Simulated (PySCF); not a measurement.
# H2O4Ta (charge −1): what the fields show

```xyz
7

Ta   -0.0310   -0.0488    0.2311
O     1.3571    0.0736    1.3489
O     0.0449    1.2339   -1.0102
O    -1.7395    0.1666    1.2419
H    -2.3816    0.7960    0.8942
O     0.0438   -1.8408   -0.6455
H     0.6897   -2.4698   -0.3029
```

Core potentials replace the inner electrons of Ta.

Computed with PySCF, RKS B3LYP, Ta def2-SVP with ECP60, O def2-SVP, H def2-SVP; non-relativistic Hamiltonian with scalar-relativistic core potentials where named; density fitting.

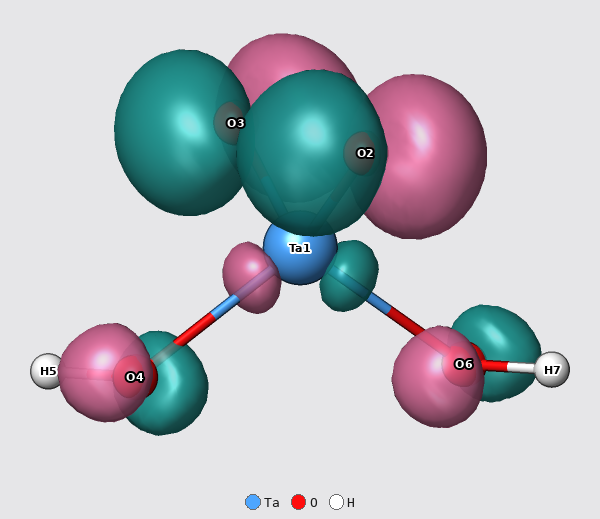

Figure 1. The HOMO−1 at ±0.15 Å⁻³ᐟ² (teal and pink are the two phases), seen across its widest extent.

Describe this orbital and give its energy.

Answer. It lies mainly on O2 (about 35 %), O3 (about 35 %), Ta1 (about 15 %), O4 (about 5 %) and O6 (about 5 %); largely a combination of lone pairs on O2, O3, O4 and O6. Its energy is −2.48 eV.

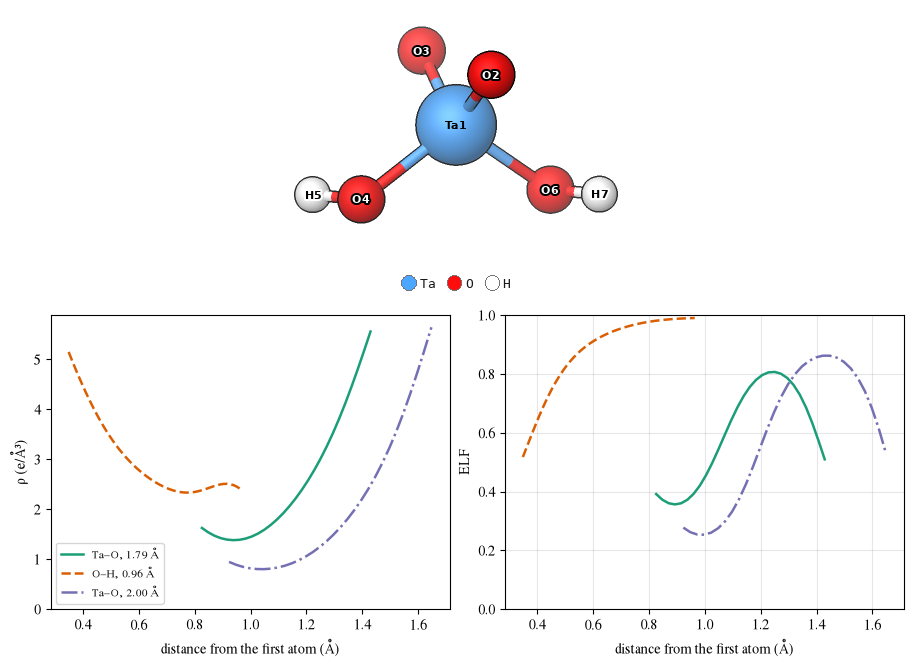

Figure 2. Electron density and electron localisation function along straight lines between neighbouring atoms. The curves leave out the atomic cores. The structure is drawn too.

What can be read from the curves?

Answer. Ta–O (1.79 Å): ρ is about 1.4 e/Å³ halfway; the ELF peaks at about 0.80 in the valence shell of O, 0.5 Å from its nucleus, and drops to about 0.35 between the two atoms.
O–H (0.96 Å): the density is about 3.6 e/Å³ at the midpoint; the ELF climbs to about 1 towards the hydrogen, as it does in any bond to H: an ordinary covalent bond to hydrogen.
Ta–O (2.00 Å): the density is about 0.82 e/Å³ at the midpoint; the ELF peaks at about 0.85 in the valence shell of O, 0.6 Å from its nucleus, and drops to about 0.25 between the two atoms.

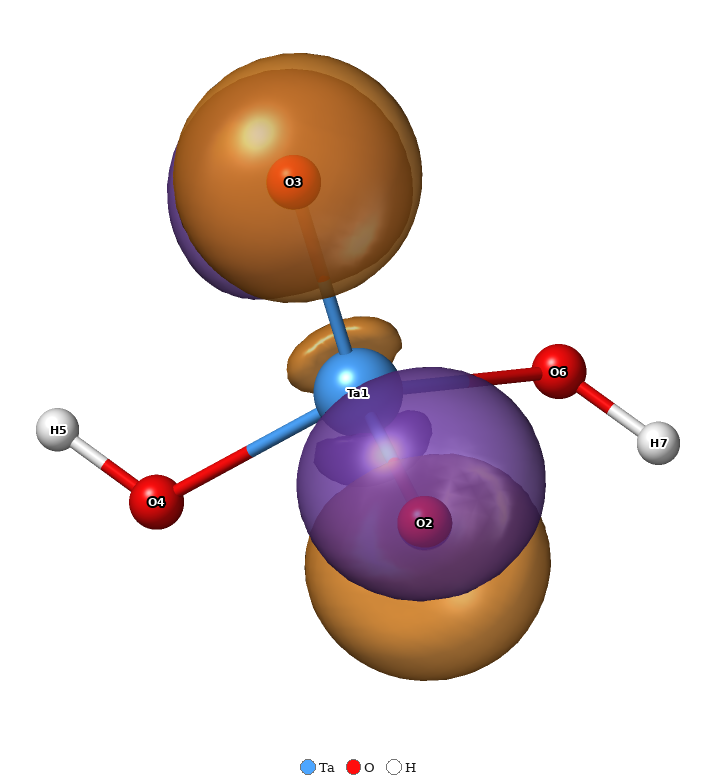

Figure 3. The HOMO at ±0.1 Å⁻³ᐟ² (orange and purple are the two phases), seen from one side.

Where does this orbital lie, and at what energy?

Answer. Its weight (Hirshfeld) is mainly on O2 (about 45 %) and O3 (about 45 %); largely a combination of lone pairs on O2 and O3. Its energy is −1.74 eV.
